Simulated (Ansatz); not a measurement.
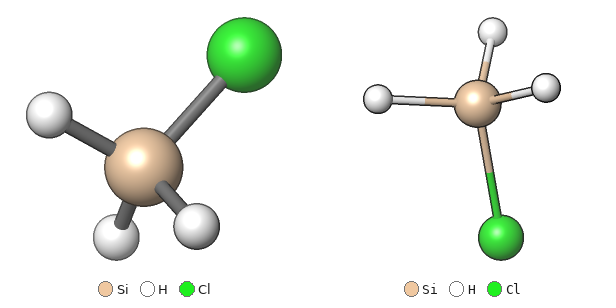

Both panels show the same species.

The computed structure is the end point of a PBE0-D4/def2-TZVP optimisation.

Describe the molecule.

Formula ClH3Si. The point group is C3v. Coordination: 1 Si tetrahedral.

The parts below concern this one geometry. Atoms keep their numbers from picture to picture.

### Geometry

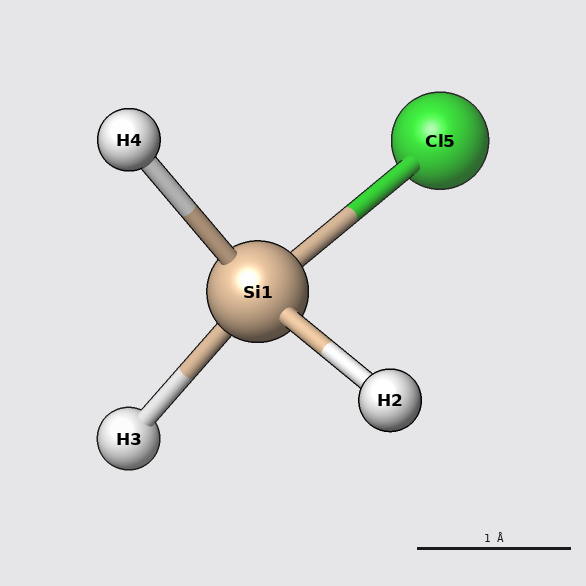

Estimate the angles H2–Si1–H3, H2–Si1–Cl5.

```csv
angle,degrees
H2–Si1–H3,110.4
H2–Si1–Cl5,108.5
```

### Electronic properties

Method: RKS PBE0-D4/def2-TZVP (Ansatz 0.2.0).

Predict the main results.

- dipole moment: 1.26 D
- harmonic zero-point energy: 68.6 kJ/mol

### Vibrations

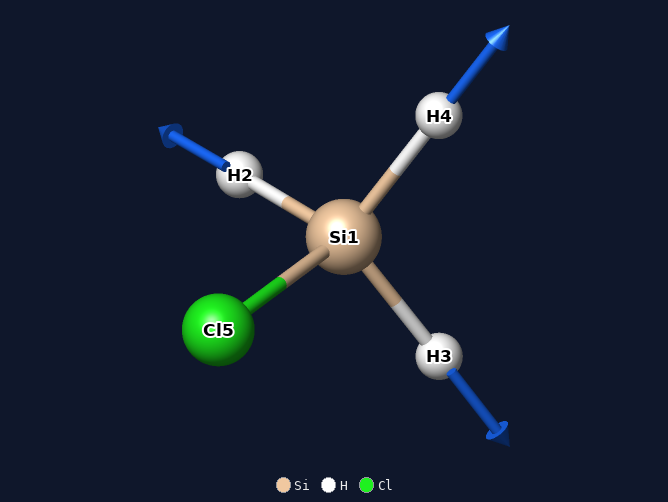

The arrows show one normal mode. Harmonic vibrations computed with RKS PBE0-D4/def2-TZVP (Ansatz 0.2.0) at a stationary point of the same level.

Describe the motion.

Mostly in-phase stretching of 3 Si–H bonds.

At what wavenumber does it lie?

2249 cm⁻¹; it is mode 7 of 9 counted from the lowest.

### Charges

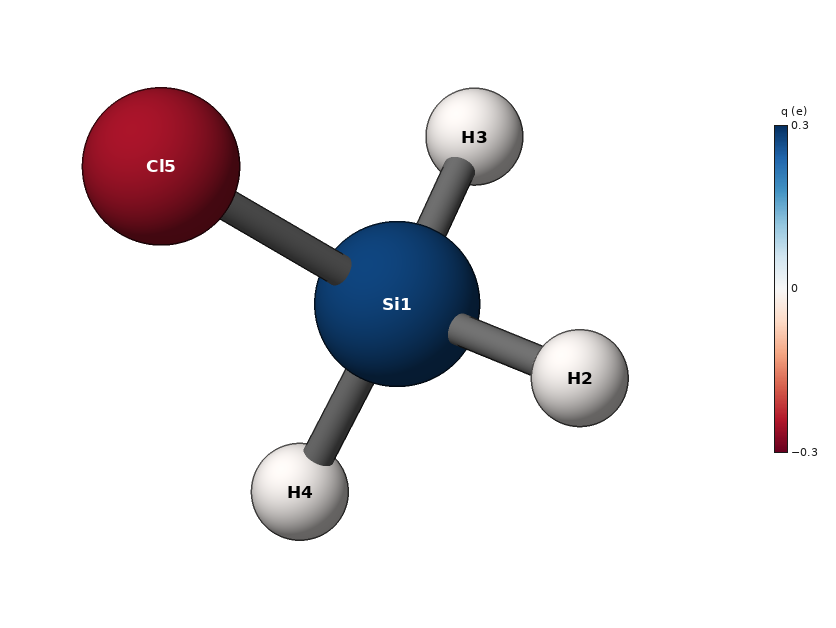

Atoms are coloured by their Mulliken charges. Method: RKS PBE0-D4/def2-TZVP (Ansatz 0.2.0).

List the Mulliken charges.

| atom | value (e) |
| --- | --- |
| Si1 | 0.28 |
| H2 | −0.01 |
| H3 | −0.01 |
| H4 | −0.01 |
| Cl5 | −0.25 |

Mulliken values depend strongly on the basis set and can even reverse the polarity of a bond.
